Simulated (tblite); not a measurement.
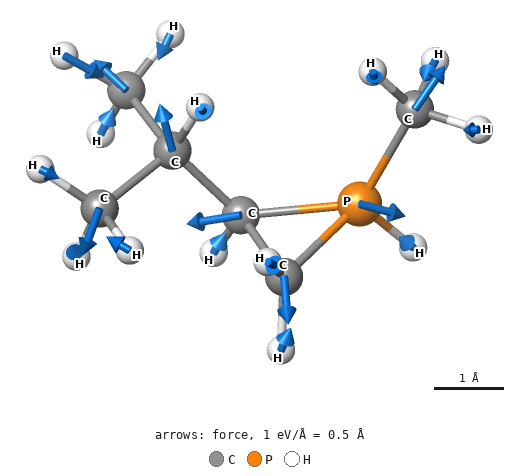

Starting geometry of C6H14P (charge +1) with the computed forces as blue arrows. Style: ball-and-stick. Shown at a tilt.

Computed with tblite 0.8.0, GFN2-xTB geometry optimisation, gas phase. 

> Is this structure relaxed? If not, where do the atoms go?

It isn't relaxed: the largest force vector, on a C atom, is 1.79 eV/Å. The final displacements have little in common with the starting forces (cosine between the two patterns 0.15). The energy falls by 12.7 kcal/mol in 117 geometry steps. An H atom moves most after the best rigid fit: 0.63 Å. By element the largest moves are H 0.63 Å, C 0.29 Å, P 0.17 Å. Some distances before and after: C–P 1.760 → 1.813 Å, C–H 1.138 → 1.086 Å, H–P 1.412 → 1.373 Å, C–H 1.117 → 1.087 Å. Bond angles that change, for instance: C–C–C 113.0° → 121.0°, P–C–H 114.9° → 109.1°, H–C–H 113.5° → 108.4°. Groups turn about C–C by about 20°. The run took 0.64 s on 1 thread of Intel(R) Xeon(R) 6975P-C, on a shared host.
